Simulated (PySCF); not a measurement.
**One shape, several levels: [BH3]− (SMILES [BH3-])**

Aim: a comparison of 6 runs (U-r2SCAN/6-31G, U-wB97X-V/6-31G, UB3LYP/6-31G, UPBE0/6-31G, USVWN5/6-31G, NEVPT2(7,7)/6-31G) of [BH3]−. 

The calculation is run with PySCF 2.14.0.

5 further runs of the same task are left out: 2 that didn't finish, 3 set aside as unsound or not needed.

## 1. Starting point

The species is [BH3]− (4 atoms), meant as a doublet with charge -1. SMILES: `[BH3-]`. The B1–H2 distance was set to 3.510 Å, away from the relaxed value. At this shape a bond of the SMILES string is far longer than usual.

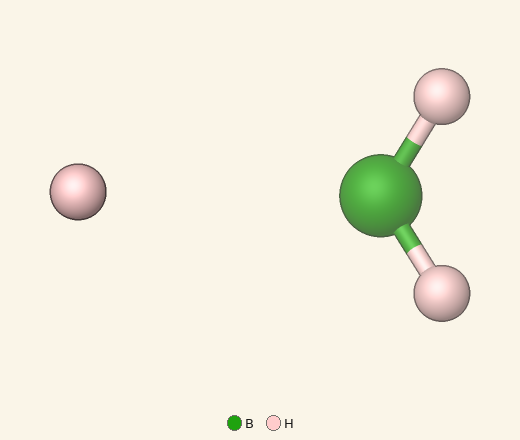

Viewed from a chosen angle; boron green, hydrogen pink.

## 2. The energy at U-r2SCAN/6-31G (run 1)

calc.py reads:

```python
from pyscf import gto, dft

molecule = gto.M(
    atom='''
B     -2.323460    -1.736887    -3.374866
H      1.733030     0.855214     1.187674
H     -3.135400    -3.860467    -2.709323
H     -4.097346    -0.256872    -3.902628
''',
    charge=-1,
    basis='6-31g',
    max_memory=1860,
    verbose=4,
    unit='bohr',
    spin=1,
)

ks = dft.UKS(molecule)
ks.xc = 'r2scan'
ks.grids.level = 5
ks.conv_tol = 1e-10
ks.kernel()
if not ks.converged:
    ks = ks.newton().run(ks.mo_coeff, ks.mo_occ)

e_final = ks.e_tot
print('Final energy', e_final)
```

Started as:

```
$ OMP_NUM_THREADS=1 python calc.py
```

Output:

```text
PySCF version 2.14.0

[... 125 lines left out ...]
converged SCF energy = -26.415901274583  <S^2> = 1.2267223  2S+1 = 2.4304092
Final energy -26.415901274582954
```

Wall time 5.4 s (1 thread of Arm Neoverse V1, shared host); peak memory 0.19 GiB.

## 3. A single-point energy at U-wB97X-V/6-31G (run 2)

job.py reads:

```python
from pyscf import gto, dft

mol = gto.M(
    atom='''
B     -2.323460    -1.736887    -3.374866
H      1.733030     0.855214     1.187674
H     -3.135400    -3.860467    -2.709323
H     -4.097346    -0.256872    -3.902628
''',
    spin=1,
    verbose=4,
    charge=-1,
    unit='bohr',
    max_memory=1860,
    basis='6-31g',
)

mf = dft.UKS(mol, xc='wb97x-v')
mf.nlcgrids.level = 1
mf.grids.level = 5
mf.conv_tol = 1e-10
mf.kernel()
if not mf.converged:
    mf = mf.newton().run(mf.mo_coeff, mf.mo_occ)

e_tot = mf.e_tot
print('E(%s) = %.9f' % ('WB97X-V', e_tot))
```

Started as:

```
$ OMP_NUM_THREADS=1 python job.py
```

Output:

```text
PySCF version 2.14.0

[... 133 lines left out ...]
converged SCF energy = -26.4024908187067  <S^2> = 0.95977821  2S+1 = 2.1997984
E(WB97X-V) = -26.402490819
```

It took 14 s on 1 thread of Arm Neoverse V1, shared host; peak memory 0.18 GiB.

Run 3 isn't shown in full; the table further down has it.

## 4. A single-point energy at UPBE0/6-31G (run 4)

job.py reads:

```python
from pyscf import gto, dft

mol = gto.Mole()
mol.atom = '''
B     -2.323460    -1.736887    -3.374866
H      1.733030     0.855214     1.187674
H     -3.135400    -3.860467    -2.709323
H     -4.097346    -0.256872    -3.902628
'''
mol.basis = '6-31g'
mol.spin = 1
mol.verbose = 3
mol.charge = -1
mol.max_memory = 1860
mol.unit = 'bohr'
mol.build()

mf = dft.UKS(mol)
mf.xc = 'pbe0'
mf.grids.level = 5
mf.conv_tol = 1e-10
mf.kernel()
if not mf.converged:
    mf = mf.newton().run(mf.mo_coeff, mf.mo_occ)

etot = mf.e_tot
print(f'total energy: {etot:.8f} hartree')
```

Started as:

```
$ OMP_NUM_THREADS=1 python job.py
```

Output:

```text
converged SCF energy = -26.3841284584976  <S^2> = 1.2017751  2S+1 = 2.4097926
total energy: -26.38412846 hartree
```

Run time: 3.6 s. Hardware: 1 thread of Arm Neoverse V1, shared host; peak memory 0.18 GiB.

Run 5 isn't shown in full; the table further down has it.

## 5. A single-point energy at NEVPT2(7,7)/6-31G (run 6)

run.py reads:

```python
import numpy
from pyscf import gto, scf, mp, mcscf, mrpt

molecule = gto.M(
    atom=[
    ('B', (-1.229522, -0.919121, -1.785902)),
    ('H', (0.917080, 0.452560, 0.628490)),
    ('H', (-1.659182, -2.042871, -1.433712)),
    ('H', (-2.168222, -0.135931, -2.065182)),
],
    spin=1,
    max_memory=1860,
    charge=-1,
    verbose=3,
    basis='6-31g',
)

calc0 = scf.ROHF(molecule)
calc0.conv_tol = 1e-10
calc0.kernel()
if not calc0.converged:
    calc0 = calc0.newton().run(calc0.mo_coeff, calc0.mo_occ)

pt = mp.MP2(scf.addons.convert_to_uhf(calc0)).run()
noons, natorbs = mcscf.addons.make_natural_orbitals(pt)
print('natural occupations', numpy.round(noons[:40], 4))
cas = mcscf.CASSCF(calc0, 7, 7)
cas.fix_spin_(ss=0.75)
cas.natorb = True
cas.kernel(natorbs)
e_pt2 = mrpt.NEVPT(cas).kernel()
e_final = cas.e_tot + e_pt2
print('Final energy', e_final)
```

Started as:

```
$ OMP_NUM_THREADS=1 python run.py
```

Output:

```text
converged SCF energy = -26.1739714874334
E(UMP2) = -26.2284488340259  E_corr = -0.0544773465924901
E(SCS-UMP2) = -26.2349933576513  E_corr = -0.0610218702178519
natural occupations [1.9999e+00 1.9849e+00 1.9821e+00 1.9765e+00 9.9870e-01 2.1000e-02
 1.1100e-02 1.0500e-02 3.8000e-03 3.7000e-03 3.3000e-03 2.7000e-03
 6.0000e-04 6.0000e-04 5.0000e-04]
CASSCF energy = -26.2330192505955
CASCI E = -26.2330192505955  E(CI) = -7.74542306740816  S^2 = 0.7500000
Sr    (-1)',   E = -0.01202683209021
Si    (+1)',   E = -0.00008132339860
Sijrs (0)  ,   E = -0.00019330193653
Sijr  (+1) ,   E = -0.00017748922911
Srsi  (-1) ,   E = -0.00020162296303
Srs   (-2) ,   E = -0.01039632271621
Sij   (+2) ,   E = -0.00008132718724
Sir   (0)' ,   E = -0.00034393494046
Nevpt2 Energy = -0.023502154461397
Final energy -26.256521405056894
```

It took 1.7 s on 1 thread of Arm Neoverse V1, shared host; peak memory 0.12 GiB.

## 6. All runs side by side

| run | level | nlc grid | integration grid | energy (Eh) | HOMO energy (eV) | LUMO energy (eV) | ⟨S²⟩ | wall time |
| --- | --- | --- | --- | --- | --- | --- | --- | --- |
| 1 | U-r2SCAN/6-31G | – | 5 | -26.415901 | 2.16 | 3.00 | 1.227 | 5.4 s |
| 2 | U-wB97X-V/6-31G | 1 | 5 | -26.402491 | 0.07 | 5.73 | 0.960 | 14 s |
| 3 | UB3LYP/6-31G | – | 5 | -26.436131 | 1.70 | 3.56 | 0.756 | 4.8 s |
| 4 | UPBE0/6-31G | – | 5 | -26.384128 | 1.71 | 3.60 | 1.202 | 3.6 s |
| 5 | USVWN5/6-31G | – | 5 | -26.088455 | 2.26 | 3.03 | 0.779 | 3.6 s |
| 6 | NEVPT2(7,7)/6-31G | – | – | -26.256521 | – | – | – | 1.7 s |

## 7. Results

| quantity | value |
| --- | --- |
| run 6: total energy | -26.25652 Eh |

**Reading.** Totals of different functionals can't be ranked against each other. In runs 1, 2, 3, 4, 5, 6 the HOMO lies above zero, so the outermost electron may be held by the basis alone. Spin contamination of the reference: run 1 ⟨S²⟩ = 1.23, run 4 ⟨S²⟩ = 1.20, run 2 ⟨S²⟩ = 0.96. All runs together took 34 s, the longest 14 s.
